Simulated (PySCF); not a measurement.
SMILES CB(C)N[Si](C)(O)O (C₃H₁₂BNO₂Si), singlet, GFN2-xTB optimised geometry. Atoms within 1.6 Å of the plane z = 0.0 Å (x, y, z in Å): Si1 (-0.70, -0.07, 0.00), C2 (1.19, -0.07, 0.00), O3 (-1.20, -0.78, -1.38), O4 (-1.36, 1.43, 0.00), N5 (-1.33, -1.00, 1.35), H9 (1.59, 0.14, 0.99), H10 (1.58, 0.67, -0.69), H11 (1.58, -1.04, -0.31), H13 (-1.32, 1.94, 0.80), H14 (-1.59, -1.94, 1.09).

Level of theory: CAM-B3LYP/def2-SVP (PySCF). Cells within 0.4 Å of a nucleus heavier than hydrogen are left out (blank, or x).

Map of the log10 of the electron density (e/bohr³), floored at −4 on the plane z = 0.0 Å:

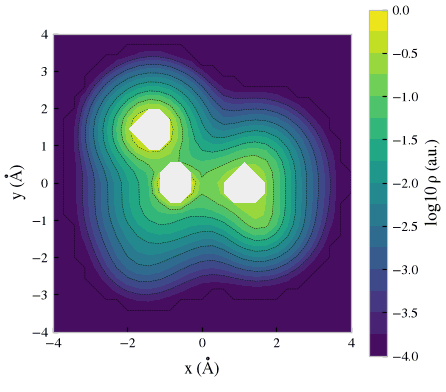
Fig. 1. Log10 of the electron density (e/bohr³), floored at −4 on the plane z = 0.0 Å.
